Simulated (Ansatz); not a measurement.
# CH5BFN: two geometries relaxed

Aim: relax the geometries before and after the shift of H7 from C1 to B2, and see whether they are two minima and how far apart in energy. SMILES of the start: CB(N)F.

Program: Ansatz 0.2.0. Level of theory: UKS PBE-D4/6-31G*. These are calculated values, not measurements.

## (1) Starting point

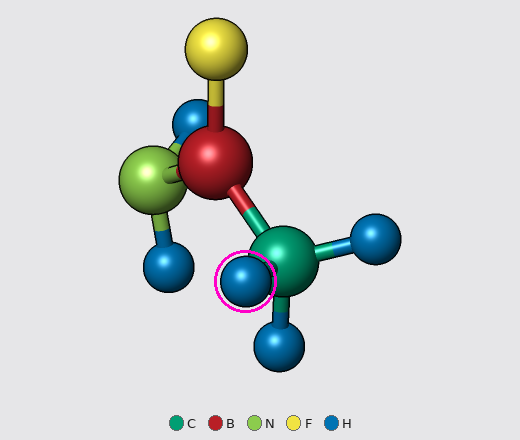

Start, viewed from a free direction; carbon teal, boron red, nitrogen green, fluorine yellow, hydrogen blue. Ringed: H7.

Coordinates:

```xyz
9

C    -0.3525    0.9075   -0.5106
B    -0.0593   -0.5853   -0.2797
N     0.2830   -1.0994    1.0923
F    -0.0323   -1.4915   -1.3954
H     0.3108    1.3673   -1.2810
H    -0.3249    1.5444    0.4213
H    -1.4075    1.0395   -0.9131
H     1.3307   -1.4491    1.0348
H     0.3405   -0.2797    1.8143
```

## (2) End point A

Contents of input.yaml:

```yaml
crystal:
  periodic: [false, false, false]
  atoms:
    - { symbol: C, position_ang: [-0.3525, 0.9075, -0.5106] }
    - { symbol: B, position_ang: [-0.0593, -0.5853, -0.2797] }
    - { symbol: "N", position_ang: [0.283, -1.0994, 1.0923] }
    - { symbol: F, position_ang: [-0.0323, -1.4915, -1.3954] }
    - { symbol: H, position_ang: [0.3108, 1.3673, -1.281] }
    - { symbol: H, position_ang: [-0.3249, 1.5444, 0.4213] }
    - { symbol: H, position_ang: [-1.4075, 1.0395, -0.9131] }
    - { symbol: H, position_ang: [1.3307, -1.4491, 1.0348] }
    - { symbol: H, position_ang: [0.3405, -0.2797, 1.8143] }
magnetization:
  spin_polarized: true
basis:
  gaussian: { orbitals: "6-31G*" }
hamiltonian:
  xc: pbe
  dispersion: d4
relax:
  f_tol: 0.02
  max_steps: 50
```

The run is started by

```
> ansatz run input.yaml --threads 2 --pin off --max-ram 3072MiB --backend cpu --events-out ev --progress --plain --runs-dir out
```

The program printed (excerpt; [...] marks lines left out):

```text
Warning: RAYON_NUM_THREADS=2 ignored (pool sized by the plan → 2); use --threads N
[...]
Functional definition: PBE
[...]
840 factors; their error is unknown
[...]
mean field -5996.53284994 eV, -220.3685176394 hartree, gradient 1.7e-5 eV, S^2 0.000000; 0 other end points of the search recorded, 0 dependent functions left out
[...]
reference -5996.53286896 eV, -220.3685183382 hartree; 16, 16 occupied and 54, 54 virtual orbitals, 840 factors
relax step   1: F+E_penalty+E_count = -5996.64966678 eV  Δ(F+E_penalty+E_count) = +0.000e0 eV  max|allowed force component| = 2.518e0 eV/Å  Δτ_max = 0.0000 Å  (29 SCF iters, accepted)
[...]
relax step   3: F+E_penalty+E_count = -5997.35432829 eV  Δ(F+E_penalty+E_count) = -2.024e-1 eV  max|allowed force component| = 1.566e0 eV/Å  Δτ_max = 0.1947 Å  (35 SCF iters, accepted)
[...]
relax step   5: F+E_penalty+E_count = -5997.57021522 eV  Δ(F+E_penalty+E_count) = -4.097e-2 eV  max|allowed force component| = 3.062e-1 eV/Å  Δτ_max = 0.1444 Å  (28 SCF iters, accepted)
[...]
relax step   7: F+E_penalty+E_count = -5997.57084114 eV  Δ(F+E_penalty+E_count) = +2.582e-3 eV  max|allowed force component| = 2.729e-1 eV/Å  Δτ_max = 0.0361 Å  (30 SCF iters, rejected (line search))
[...]
relax step   8: F+E_penalty+E_count = -5997.57399716 eV  Δ(F+E_penalty+E_count) = -5.738e-4 eV  max|allowed force component| = 2.305e-2 eV/Å  Δτ_max = 0.0180 Å  (30 SCF iters, accepted)
[...]
relax step   9: F+E_penalty+E_count = -5997.57434265 eV  Δ(F+E_penalty+E_count) = -3.455e-4 eV  max|allowed force component| = 1.878e-2 eV/Å  Δτ_max = 0.0345 Å  (29 SCF iters, accepted)
840 factors; their error is unknown
mean field -5997.45743418 eV, -220.4024954836 hartree, gradient 1.1e-5 eV, S^2 0.000000; 1 other end points of the search recorded, 0 dependent functions left out
[...]
reference -5997.45745487 eV, -220.4024962437 hartree; 16, 16 occupied and 54, 54 virtual orbitals, 840 factors
Total energy: -5997.57436333 eV, -220.4067925506 hartree
Atom 0 at    -0.431032     0.967353    -0.541218 Å, force    -0.000474     0.012301    -0.018777 eV/Å
Atom 1 at     0.094708    -0.496585    -0.264530 Å, force    -0.015007    -0.010383     0.015710 eV/Å
Atom 2 at     0.551178    -0.931868     0.997090 Å, force     0.000613     0.017211    -0.004833 eV/Å
Atom 3 at     0.114927    -1.400223    -1.280876 Å, force     0.010049     0.005240     0.007554 eV/Å
Atom 4 at     0.186727     1.460922    -1.314277 Å, force    -0.012220    -0.005820     0.012801 eV/Å
Atom 5 at    -0.433167     1.615307     0.351583 Å, force     0.001658    -0.004398    -0.008226 eV/Å
Atom 6 at    -1.460355     0.942830    -0.943881 Å, force     0.017331    -0.002393     0.008859 eV/Å
Atom 7 at     0.893011    -1.875645     1.165034 Å, force    -0.004299    -0.001797    -0.005630 eV/Å
Atom 8 at     0.572504    -0.328390     1.813976 Å, force     0.002349    -0.009961    -0.007459 eV/Å
Dipole moment:     0.092853     0.061200     0.423484 e Å
```

It took 10 s on 2 threads of Intel Xeon 6975P-C (Granite Rapids), shared host; peak memory 0.18 GiB.

The steps of the relaxation:

```csv
step,energy from step 1 (eV),largest force component (eV/Å)
1,0.0000,2.5184
2,-0.5023,2.1051
3,-0.7047,1.5656
4,-0.8796,0.3199
5,-0.9205,0.3062
6,-0.9238,0.0472
7x,-0.9212,0.2729
8,-0.9243,0.0230
9,-0.9247,0.0188
```

Step 1 is the start. 1 step was tried and not accepted (marked x).

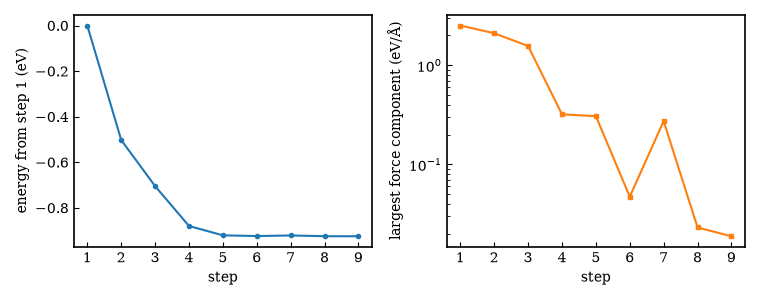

Energy and largest force along the relaxation.

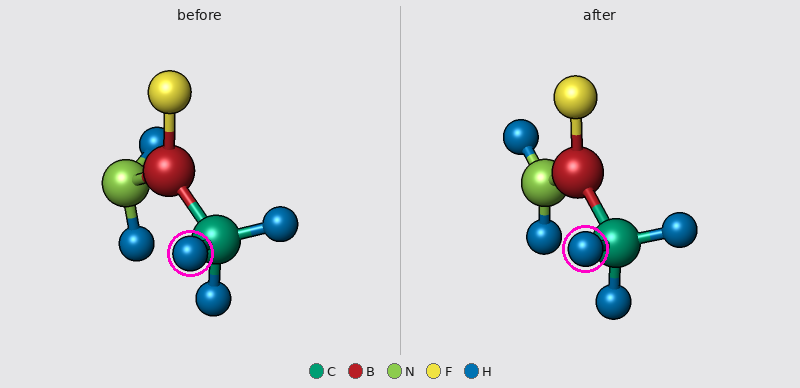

Before and after, at one scale.

After: Bond lengths: C1–B2 1.580 Å, B2–N3 1.411 Å, B2–F4 1.360 Å, C1–H5 1.106 Å, C1–H6 1.103 Å, C1–H7 1.106 Å, N3–H8 1.018 Å, N3–H9 1.016 Å. Angles: C1–B2–N3 123.4°, C1–B2–F4 119.3°, N3–B2–F4 117.3°, B2–C1–H5 110.5°, B2–C1–H6 113.8°, B2–C1–H7 110.7°, H5–C1–H6 107.7°, H5–C1–H7 106.0°, H6–C1–H7 107.8°, B2–N3–H8 122.9°, B2–N3–H9 122.9°, H8–N3–H9 114.3°.

## (3) End point B

The second end starts from a geometry with the move made by hand.

input.yaml, as its differences from that of step 2:

```diff
@@ -9,3 +9,3 @@
     - { symbol: H, position_ang: [-0.3249, 1.5444, 0.4213] }
-    - { symbol: H, position_ang: [-1.4075, 1.0395, -0.9131] }
+    - { symbol: H, position_ang: [-1.17182, -0.23473, -0.18863] }
     - { symbol: H, position_ang: [1.3307, -1.4491, 1.0348] }
```

The run is started by

```
> ansatz run input.yaml --threads 2 --pin off --max-ram 3072MiB --backend cpu --events-out ev --progress --plain --runs-dir out
```

The program printed:

```text
Warning: RAYON_NUM_THREADS=2 ignored (pool sized by the plan → 2); use --threads N
The last accepted step is kept in <dir> (removed where the run ends without a failure and the disk answers)
Engine: ansatz 0.2.0, x86_64-unknown-linux-gnu
[... 1 set-up line as earlier in the session ...]
  parameter kappa = 0.804
  parameter beta = 0.06672455060314922
  exchange = pbe_x(kappa = kappa, mu = beta*pi^2/3)
  correlation = pbe_c(beta = beta)
840 factors; their error is unknown
mean field evaluation 1: about -5984.5287 eV, gradient 4.5e1 eV
mean field evaluation 2: about -5943.9463 eV, gradient 8.2e1 eV
mean field evaluation 4: about -5992.1883 eV, gradient 1.1e1 eV
mean field evaluation 8: about -5992.7990 eV, gradient 3.3e-1 eV
mean field evaluation 16: about -5992.7439 eV, gradient 1.4e-4 eV
mean field -5992.74386371 eV, -220.2292749635 hartree, gradient 2.7e-5 eV, S^2 0.000000; 2 other end points of the search recorded, 0 dependent functions left out
the calculation of the forces begins
reference -5992.74388337 eV, -220.2292756863 hartree; 16, 16 occupied and 54, 54 virtual orbitals, 840 factors
relax step   1: F+E_penalty+E_count = -5992.86532531 eV  Δ(F+E_penalty+E_count) = +0.000e0 eV  max|allowed force component| = 5.235e0 eV/Å  Δτ_max = 0.0000 Å  (59 SCF iters, accepted)
these checks for a lower state are left out or cut short: starts, cluster_reference, orbital_swaps, neighbouring_geometries, increment
840 factors; their error is unknown
mean field evaluation 32: about -5994.5222 eV, gradient 3.0e-1 eV
mean field -5994.46434298 eV, -220.2925014106 hartree, gradient 1.2e-5 eV, S^2 0.000000; 0 other end points of the search recorded, 0 dependent functions left out
the calculation of the forces begins
reference -5994.46436263 eV, -220.2925021327 hartree; 16, 16 occupied and 54, 54 virtual orbitals, 840 factors
relax step   2: F+E_penalty+E_count = -5994.58424880 eV  Δ(F+E_penalty+E_count) = -1.719e0 eV  max|allowed force component| = 3.360e0 eV/Å  Δτ_max = 0.1948 Å  (36 SCF iters, accepted)
these checks for a lower state are left out or cut short: starts, cluster_reference, orbital_swaps, neighbouring_geometries, increment
840 factors; their error is unknown
mean field -5995.66565574 eV, -220.3366488404 hartree, gradient 1.0e-5 eV, S^2 0.000000; 0 other end points of the search recorded, 0 dependent functions left out
the calculation of the forces begins
reference -5995.66567536 eV, -220.3366495612 hartree; 16, 16 occupied and 54, 54 virtual orbitals, 840 factors
relax step   3: F+E_penalty+E_count = -5995.78340615 eV  Δ(F+E_penalty+E_count) = -1.199e0 eV  max|allowed force component| = 2.561e0 eV/Å  Δτ_max = 0.1950 Å  (30 SCF iters, accepted)
these checks for a lower state are left out or cut short: starts, cluster_reference, orbital_swaps, neighbouring_geometries, increment
840 factors; their error is unknown
mean field -5996.34216868 eV, -220.3615102325 hartree, gradient 9.8e-6 eV, S^2 0.000000; 0 other end points of the search recorded, 0 dependent functions left out
the calculation of the forces begins
reference -5996.34218842 eV, -220.3615109577 hartree; 16, 16 occupied and 54, 54 virtual orbitals, 840 factors
relax step   4: F+E_penalty+E_count = -5996.46056082 eV  Δ(F+E_penalty+E_count) = -6.772e-1 eV  max|allowed force component| = 2.147e0 eV/Å  Δτ_max = 0.1936 Å  (35 SCF iters, accepted)
these checks for a lower state are left out or cut short: starts, cluster_reference, orbital_swaps, neighbouring_geometries, increment
840 factors; their error is unknown
mean field -5996.80575182 eV, -220.3785465983 hartree, gradient 2.2e-5 eV, S^2 0.000000; 0 other end points of the search recorded, 0 dependent functions left out
the calculation of the forces begins
reference -5996.80577167 eV, -220.3785473280 hartree; 16, 16 occupied and 54, 54 virtual orbitals, 840 factors
relax step   5: F+E_penalty+E_count = -5996.92475083 eV  Δ(F+E_penalty+E_count) = -4.642e-1 eV  max|allowed force component| = 9.474e-1 eV/Å  Δτ_max = 0.1900 Å  (29 SCF iters, accepted)
these checks for a lower state are left out or cut short: starts, cluster_reference, orbital_swaps, neighbouring_geometries, increment
840 factors; their error is unknown
mean field evaluation 64: about -5997.1596 eV, gradient 9.3e-4 eV
mean field -5997.15959817 eV, -220.3915502121 hartree, gradient 8.8e-6 eV, S^2 0.000000; 0 other end points of the search recorded, 0 dependent functions left out
the calculation of the forces begins
reference -5997.15961800 eV, -220.3915509406 hartree; 16, 16 occupied and 54, 54 virtual orbitals, 840 factors
relax step   6: F+E_penalty+E_count = -5997.27758848 eV  Δ(F+E_penalty+E_count) = -3.528e-1 eV  max|allowed force component| = 9.161e-1 eV/Å  Δτ_max = 0.2000 Å  (29 SCF iters, accepted)
these checks for a lower state are left out or cut short: starts, cluster_reference, orbital_swaps, neighbouring_geometries, increment
840 factors; their error is unknown
mean field -5997.32686202 eV, -220.3976970451 hartree, gradient 9.4e-6 eV, S^2 0.000000; 0 other end points of the search recorded, 0 dependent functions left out
the calculation of the forces begins
reference -5997.32688207 eV, -220.3976977818 hartree; 16, 16 occupied and 54, 54 virtual orbitals, 840 factors
relax step   7: F+E_penalty+E_count = -5997.44355747 eV  Δ(F+E_penalty+E_count) = -1.660e-1 eV  max|allowed force component| = 1.361e0 eV/Å  Δτ_max = 0.1986 Å  (29 SCF iters, accepted)
these checks for a lower state are left out or cut short: starts, cluster_reference, orbital_swaps, neighbouring_geometries, increment
840 factors; their error is unknown
mean field -5997.30202529 eV, -220.3967843121 hartree, gradient 7.7e-6 eV, S^2 0.000000; 0 other end points of the search recorded, 0 dependent functions left out
the calculation of the forces begins
reference -5997.30204543 eV, -220.3967850521 hartree; 16, 16 occupied and 54, 54 virtual orbitals, 840 factors
relax step   8: F+E_penalty+E_count = -5997.41935226 eV  Δ(F+E_penalty+E_count) = +2.421e-2 eV  max|allowed force component| = 3.404e0 eV/Å  Δτ_max = 0.0952 Å  (29 SCF iters, rejected (line search))
these checks for a lower state are left out or cut short: starts, cluster_reference, orbital_swaps, neighbouring_geometries, increment
840 factors; their error is unknown
mean field -5997.41630716 eV, -220.4009840934 hartree, gradient 1.2e-5 eV, S^2 0.000000; 0 other end points of the search recorded, 0 dependent functions left out
the calculation of the forces begins
reference -5997.41632731 eV, -220.4009848338 hartree; 16, 16 occupied and 54, 54 virtual orbitals, 840 factors
relax step   9: F+E_penalty+E_count = -5997.53301126 eV  Δ(F+E_penalty+E_count) = -8.945e-2 eV  max|allowed force component| = 5.302e-1 eV/Å  Δτ_max = 0.0461 Å  (30 SCF iters, accepted)
these checks for a lower state are left out or cut short: starts, cluster_reference, orbital_swaps, neighbouring_geometries, increment
840 factors; their error is unknown
mean field -5997.45143649 eV, -220.4022750723 hartree, gradient 1.6e-5 eV, S^2 0.000000; 0 other end points of the search recorded, 0 dependent functions left out
the calculation of the forces begins
reference -5997.45145671 eV, -220.4022758155 hartree; 16, 16 occupied and 54, 54 virtual orbitals, 840 factors
relax step  10: F+E_penalty+E_count = -5997.56823924 eV  Δ(F+E_penalty+E_count) = -3.523e-2 eV  max|allowed force component| = 9.524e-2 eV/Å  Δτ_max = 0.1000 Å  (28 SCF iters, accepted)
these checks for a lower state are left out or cut short: starts, cluster_reference, orbital_swaps, neighbouring_geometries, increment
840 factors; their error is unknown
mean field evaluation 96: about -5997.4518 eV, gradient 2.5e0 eV
mean field -5997.45682244 eV, -220.4024730025 hartree, gradient 2.6e-5 eV, S^2 0.000000; 0 other end points of the search recorded, 0 dependent functions left out
the calculation of the forces begins
reference -5997.45684268 eV, -220.4024737463 hartree; 16, 16 occupied and 54, 54 virtual orbitals, 840 factors
relax step  11: F+E_penalty+E_count = -5997.57370411 eV  Δ(F+E_penalty+E_count) = -5.465e-3 eV  max|allowed force component| = 3.297e-2 eV/Å  Δτ_max = 0.0644 Å  (28 SCF iters, accepted)
these checks for a lower state are left out or cut short: starts, cluster_reference, orbital_swaps, neighbouring_geometries, increment
840 factors; their error is unknown
mean field -5997.45734533 eV, -220.4024922184 hartree, gradient 1.0e-5 eV, S^2 0.000000; 0 other end points of the search recorded, 0 dependent functions left out
the calculation of the forces begins
reference -5997.45736557 eV, -220.4024929619 hartree; 16, 16 occupied and 54, 54 virtual orbitals, 840 factors
relax step  12: F+E_penalty+E_count = -5997.57426217 eV  Δ(F+E_penalty+E_count) = -5.581e-4 eV  max|allowed force component| = 3.146e-2 eV/Å  Δτ_max = 0.0272 Å  (30 SCF iters, accepted)
these checks for a lower state are left out or cut short: starts, cluster_reference, orbital_swaps, neighbouring_geometries, increment
840 factors; their error is unknown
mean field -5997.45742697 eV, -220.4024952185 hartree, gradient 1.0e-5 eV, S^2 0.000000; 0 other end points of the search recorded, 0 dependent functions left out
the calculation of the forces begins
reference -5997.45744716 eV, -220.4024959605 hartree; 16, 16 occupied and 54, 54 virtual orbitals, 840 factors
relax step  13: F+E_penalty+E_count = -5997.57433962 eV  Δ(F+E_penalty+E_count) = -7.745e-5 eV  max|allowed force component| = 5.123e-2 eV/Å  Δτ_max = 0.0351 Å  (29 SCF iters, accepted)
these checks for a lower state are left out or cut short: starts, cluster_reference, orbital_swaps, neighbouring_geometries, increment
840 factors; their error is unknown
mean field -5997.45739978 eV, -220.4024942194 hartree, gradient 1.0e-5 eV, S^2 0.000000; 0 other end points of the search recorded, 0 dependent functions left out
the calculation of the forces begins
reference -5997.45741997 eV, -220.4024949614 hartree; 16, 16 occupied and 54, 54 virtual orbitals, 840 factors
relax step  14: F+E_penalty+E_count = -5997.57429853 eV  Δ(F+E_penalty+E_count) = +4.109e-5 eV  max|allowed force component| = 4.835e-2 eV/Å  Δτ_max = 0.0055 Å  (31 SCF iters, rejected (line search))
these checks for a lower state are left out or cut short: starts, cluster_reference, orbital_swaps, neighbouring_geometries, increment
840 factors; their error is unknown
mean field evaluation 128: about -5997.4576 eV, gradient 1.6e-5 eV
mean field -5997.45758119 eV, -220.4025008858 hartree, gradient 1.6e-5 eV, S^2 0.000000; 0 other end points of the search recorded, 0 dependent functions left out
the calculation of the forces begins
reference -5997.45760138 eV, -220.4025016279 hartree; 16, 16 occupied and 54, 54 virtual orbitals, 840 factors
relax step  15: F+E_penalty+E_count = -5997.57448738 eV  Δ(F+E_penalty+E_count) = -1.478e-4 eV  max|allowed force component| = 8.286e-3 eV/Å  Δτ_max = 0.0027 Å  (24 SCF iters, accepted)
840 factors; their error is unknown
mean field -5997.45758119 eV, -220.4025008858 hartree, gradient 1.6e-5 eV, S^2 0.000000; 1 other end points of the search recorded, 0 dependent functions left out
the calculation of the forces begins
reference -5997.45760138 eV, -220.4025016279 hartree; 16, 16 occupied and 54, 54 virtual orbitals, 840 factors
Total energy: -5997.57450757 eV, -220.4067978513 hartree
Atom 0 at    -0.507415     0.776544    -0.454895 Å, force     0.001502     0.001545    -0.003181 eV/Å
Atom 1 at     0.155932    -0.630957    -0.181397 Å, force     0.002445     0.002586     0.003966 eV/Å
Atom 2 at     0.694024    -1.007637     1.066475 Å, force    -0.006338     0.008286    -0.003900 eV/Å
Atom 3 at     0.222175    -1.542809    -1.188293 Å, force    -0.000070    -0.000390     0.001831 eV/Å
Atom 4 at     0.015423     1.300044    -1.275915 Å, force    -0.002123    -0.003302     0.002666 eV/Å
Atom 5 at    -0.510185     1.444747     0.422512 Å, force    -0.000027    -0.000420     0.000283 eV/Å
Atom 6 at    -1.553708     0.654144    -0.788836 Å, force    -0.000056     0.000506    -0.001169 eV/Å
Atom 7 at     1.117402    -1.918359     1.230280 Å, force     0.003376    -0.005346     0.000496 eV/Å
Atom 8 at     0.690530    -0.396247     1.877437 Å, force     0.001290    -0.003465    -0.000992 eV/Å
Dipole moment:     0.097927     0.072931     0.420148 e Å
```

Wall time 17 s (2 threads of Intel Xeon 6975P-C (Granite Rapids), shared host); peak memory 0.18 GiB.

Relaxation path:

```csv
step,energy from step 1 (eV),largest force component (eV/Å)
1,0.0000,5.2350
2,-1.7189,3.3600
3,-2.9181,2.5608
4,-3.5952,2.1467
5,-4.0594,0.9474
6,-4.4123,0.9161
7,-4.5782,1.3614
8x,-4.5540,3.4041
9,-4.6677,0.5302
10,-4.7029,0.0952
11,-4.7084,0.0330
12,-4.7089,0.0315
13,-4.7090,0.0512
14x,-4.7090,0.0483
15,-4.7092,0.0083
```

Step 1 is the start. 2 steps were tried and not accepted (marked x).

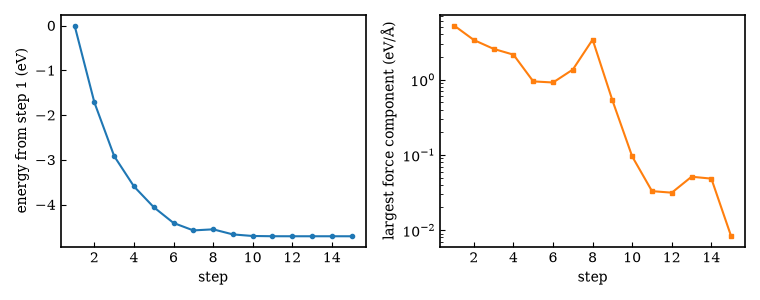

Energy and largest force along the relaxation.

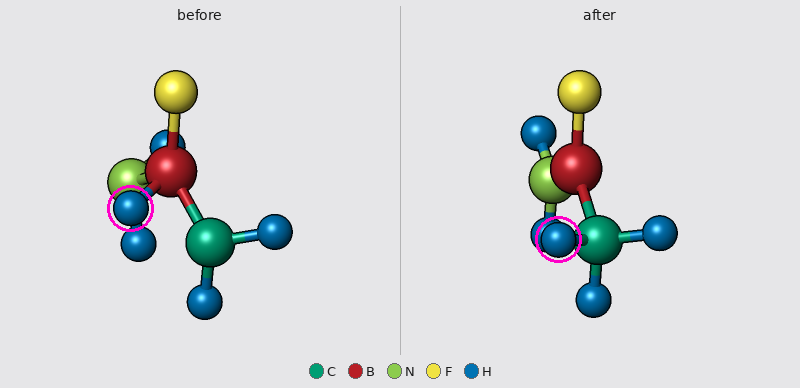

The structure before (left) and after (right), drawn at the same scale.

After: Bond lengths: C1–B2 1.580 Å, B2–N3 1.410 Å, B2–F4 1.360 Å, C1–H5 1.105 Å, C1–H6 1.103 Å, C1–H7 1.105 Å, N3–H8 1.018 Å, N3–H9 1.016 Å. Angles: C1–B2–N3 123.5°, C1–B2–F4 119.3°, N3–B2–F4 117.2°, B2–C1–H5 110.6°, B2–C1–H6 113.8°, B2–C1–H7 110.6°, H5–C1–H6 107.8°, H5–C1–H7 106.0°, H6–C1–H7 107.8°, B2–N3–H8 122.7°, B2–N3–H9 123.0°, H8–N3–H9 114.3°.

Pairs that crossed the distance rule for bonds on the way: came closer C1–H7; moved apart B2–H7.

## (4) Outcome

```
                           quantity                     value
                              end A   7 moves, 0.925 eV lower
                              end B  12 moves, 4.709 eV lower
largest difference between the ends                    0.02 Å
            end B relative to end A                 -0.000 eV
```

Both starts fell into the same minimum (no atom differs by more than 0.02 Å), so from this start no second minimum was found and no band was run; another arrangement could still be one.
